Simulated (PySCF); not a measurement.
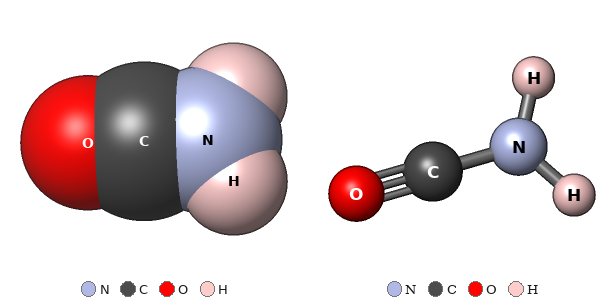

Two views of one molecule.

Charge +1, singlet. Computed geometry: PBE0-D3(BJ)/def2-SVP optimisation. No frequency run is at hand to confirm it as a minimum.

Which formula does it have?

CH2NO(+), 5 atoms: 1 carbon, 2 hydrogen, 1 nitrogen and 1 oxygen.

How many atoms are distinct by symmetry?

4: 1 N, 1 C, 1 O, 2 H.

Write the SMILES.

NC#[O+]

How many bonds of each kind are drawn?

2 N–H, 1 C–N, 1 C–O.

What is the point group of this geometry?

C2v.

The parts below concern this one geometry. Atoms keep their numbers from picture to picture.

## Geometry

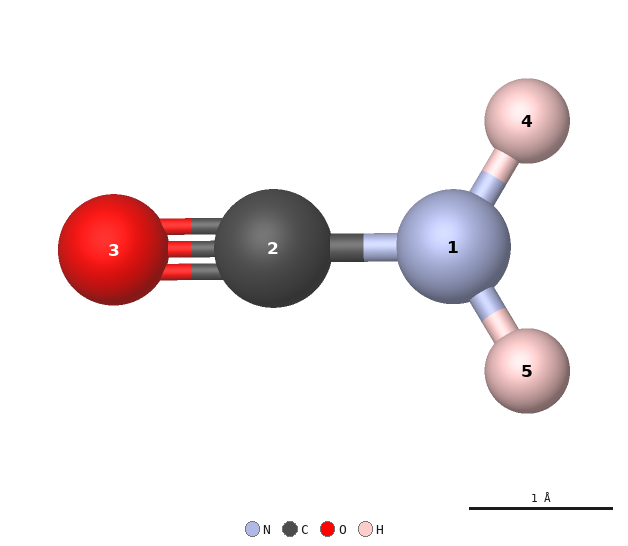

No frequency run is at hand to confirm it as a minimum.

Which atoms are bonded, and how long are the bonds?

| bond | length (Å) | order |
| --- | --- | --- |
| N1–C2 | 1.269 | single |
| N1–H4 | 1.028 | single |
| N1–H5 | 1.028 | single |
| C2–O3 | 1.127 | triple |

## Core levels

No frequency run is at hand to confirm it as a minimum. Properties computed with delta-SCF UKS SCAN, pcX-2 on the ionised atom, pcseg-1 elsewhere, spin-free X2C (PySCF 2.14.0).

Give the core-electron binding energies (to vacuum) of N1 1s, C2 1s, O3 1s.

```
atom  level  binding energy (eV)
  N1     1s                416.0
  C2     1s                304.9
  O3     1s                549.2
```

## Spin–spin coupling

No frequency run is at hand to confirm it as a minimum. Properties computed with B3LYP/pcJ-1 indirect spin-spin coupling, non-relativistic, gas phase (PySCF 2.14.0). Isotopes: 13C, 1H, 15N, 17O.

Give the spin–spin coupling constants of these pairs, with the number of bonds between them: N1/H5, N1/C2, N1/H4, C2/O3, N1/O3, C2/H4, C2/H5, H4/H5, O3/H5, O3/H4.

```json
{"pair": "N1, H5", "bonds apart": "1", "J (Hz)": "−114.8"}
{"pair": "N1, C2", "bonds apart": "1", "J (Hz)": "−49.0"}
{"pair": "N1, H4", "bonds apart": "1", "J (Hz)": "−114.8"}
{"pair": "C2, O3", "bonds apart": "1", "J (Hz)": "4.2"}
{"pair": "N1, O3", "bonds apart": "2", "J (Hz)": "−2.6"}
{"pair": "C2, H4", "bonds apart": "2", "J (Hz)": "5.1"}
{"pair": "C2, H5", "bonds apart": "2", "J (Hz)": "5.0"}
{"pair": "H4, H5", "bonds apart": "2", "J (Hz)": "−10.5"}
{"pair": "O3, H5", "bonds apart": "3", "J (Hz)": "−0.9"}
{"pair": "O3, H4", "bonds apart": "3", "J (Hz)": "−0.9"}
```

## NMR shielding

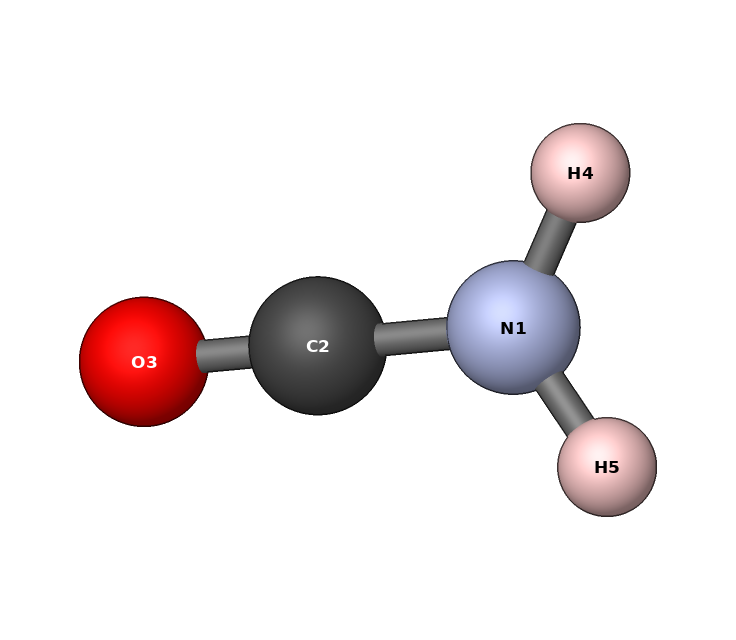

No frequency run is at hand to confirm it as a minimum. Level of theory: GIAO PBE0/pcSseg-1 NMR shielding, non-relativistic, gas phase (PySCF 2.14.0). Principal shieldings σ11 ≤ σ22 ≤ σ33, span Ω = σ33 − σ11, skew κ = 3(σiso − σ22)/Ω.

Give the shielding tensors of the C atoms.

```tsv
atom	σ11	σ22	σ33	σiso	Ω	κ
C2	−69.5	−62.7	246.3	38.0	315.8	0.96
```

Shieldings and span in ppm.
